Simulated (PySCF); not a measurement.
**C₃H₇BrF₂Si: density, localisation and related maps**

```xyz
14

C    -0.4687    1.4022    0.4255
C    -0.0770   -0.0753    0.4489
C    -1.2185   -0.9396   -0.0694
F    -1.3740   -0.7518   -1.4249
Si    1.4855   -0.4179   -0.5749
F     1.8186   -1.9824   -0.4299
Br    3.1837    0.6180    0.3674
H     0.3481    2.0291    0.7778
H    -1.3305    1.5787    1.0669
H    -0.7298    1.7082   -0.5856
H     0.0979   -0.3729    1.4900
H    -1.0173   -2.0056    0.0753
H    -2.1739   -0.6743    0.3947
H     1.4553   -0.1168   -1.9838
```

Geometry: GFN2-xTB.

Theory: PySCF 2.14.0, B3LYP/def2-SVPD, SCF density, gas phase.

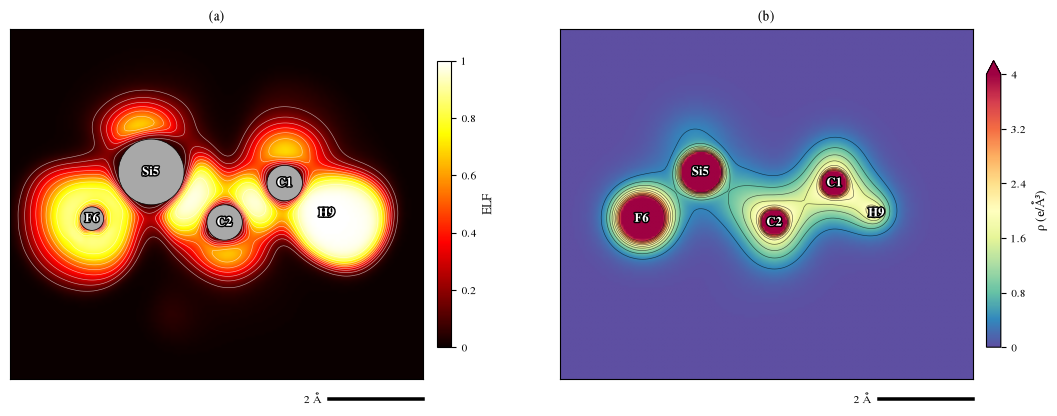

Figure 1. (a) electron localisation function; (b) total electron density on the plane of atoms C2, C1 and H9. Grey discs cover the atomic cores in the ELF map.

Question: Interpret the plot.

Answer:
- The section cuts through C, Si, F and H sites.
- C–C (1.53 Å): ρ is about 1.6 e/Å³ halfway; the ELF peaks at about 0.95 between the atoms, as expected for a shared electron pair.
- Si–F (1.61 Å): ρ at the midpoint is about 1.1 e/Å³; the ELF peaks at about 0.85 in the valence shell of F, 0.5 Å from its nucleus, and is about 0.50 at the midpoint.
- C–Si (1.90 Å): ρ is about 0.97 e/Å³ halfway; the ELF peaks at about 0.95 between the atoms: localised, covalent bonding.
- C–H (1.09 Å): ρ at the midpoint is about 1.9 e/Å³; the ELF climbs to about 1 towards the hydrogen, as it does in any bond to H; a covalent bond by its length.
- The ELF also peaks beside F6, away from the bonds: lone-pair regions.

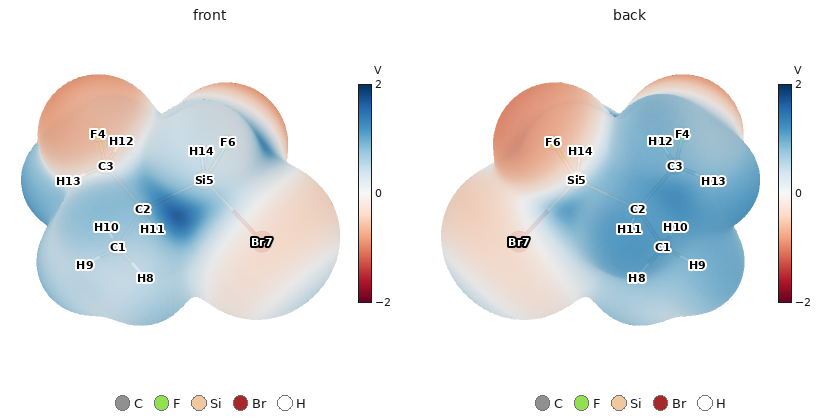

Figure 2. The electrostatic potential painted on the density surface at 0.002 e/bohr³, seen from the front and from behind; red is negative and blue positive.

Question: Describe the electrostatic potential map.

Answer: The most negative region (about −0.9 V) lies over F6, the most positive (about +1.4 V) over Si5. Br7 shows a σ-hole: about +0.4 V at the tip opposite its bond, against about −0.2 V on its flanks.
